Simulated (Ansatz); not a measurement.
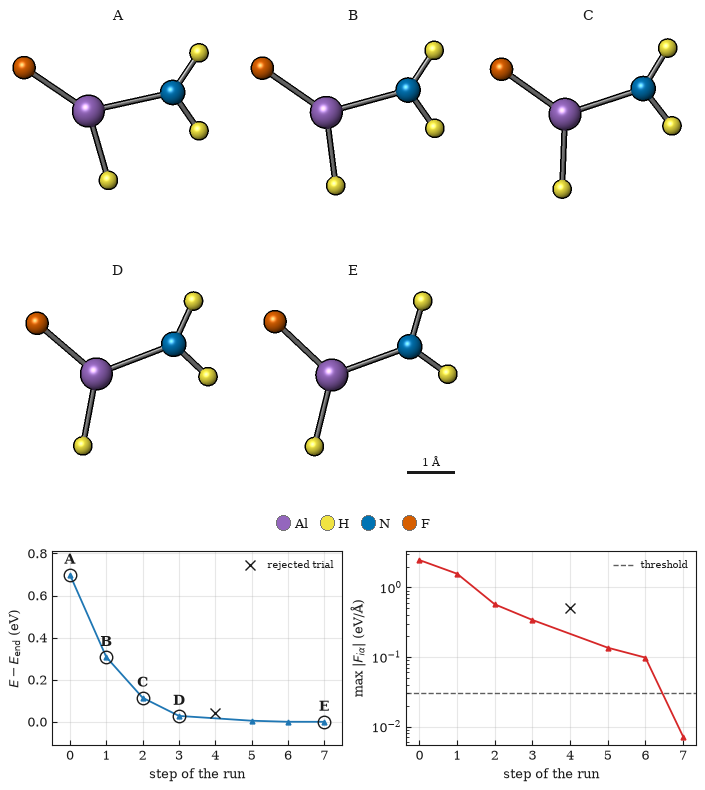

Frames of a relaxation of AlNH₃F, marked on the history of the run. Style: ball-and-stick. Shown face on.

The run prepares an end point of a later path (reaction) calculation, from a guessed geometry.

Computed with Ansatz 0.2.0, RKS r2SCAN-D4/def2-SVPD.

Input
```yaml
crystal:
  periodic: [false, false, false]
  atoms:
    - { symbol: Al, position_ang: [0.186966, -0.025105, 0.236462] }
    - { symbol: H, position_ang: [0.518936, -0.622463, 1.622256] }
    - { symbol: "N", position_ang: [2.009532, 0.129042, 0.013867] }
    - { symbol: H, position_ang: [2.532327, -0.310452, 0.768187] }
    - { symbol: H, position_ang: [2.629556, 0.447675, -0.722281] }
    - { symbol: F, position_ang: [-1.126817, 0.381303, -0.709291] }
basis:
  gaussian: { orbitals: def2-SVPD }
hamiltonian:
  xc: r2scan
  dispersion: d4
relax:
  f_tol: 0.03
  max_steps: 50
output:
  orbitals: {}
```

Command:
```bash
ansatz run input.yaml --threads 2 --pin off --max-ram 3072MiB --backend cpu --events-out ev --progress --plain --runs-dir out
```

What happens along the run?

Answer. The energy falls by 0.699 eV in 6 accepted moves (7 points after the start). The largest force component goes from 2.5 to 0.0072 eV/Å. The line search rejected the trial step at point 4 of the run. H2 moves most after the best rigid fit: 0.66 Å. By element the largest moves are H 0.66 Å, F 0.34 Å, Al 0.26 Å, N 0.06 Å. Near-neighbour distances that change, for instance: Al1–N3 1.843 → 1.770 Å, Al1–H2 1.545 → 1.570 Å, Al1–F6 1.669 → 1.680 Å, N3–H4 1.018 → 1.013 Å. Among the angles between lasting bonds that change: H2–Al1–N3 85.9° → 123.1°, H2–Al1–F6 140.5° → 119.8°, N3–Al1–F6 133.6° → 117.1°. From step 0 to 1: H2 moves most (0.20 Å), energy −0.391 eV. From step 1 to 2: H2 moves most (0.20 Å), energy −0.193 eV. From step 2 to 3: H2 moves most (0.20 Å), energy −0.086 eV. From step 3 to 7: H5 moves most (0.12 Å), energy −0.028 eV.

```csv
step,"E − E(0), eV","largest force component, eV/Å",note
0,0.0000,2.4749,
1,-0.3912,1.5746,
2,-0.5844,0.5714,
3,-0.6707,0.3405,
4,-0.6581,0.5088,rejected
5,-0.6936,0.1360,
6,-0.6986,0.0979,
7,-0.6987,0.0072,
```
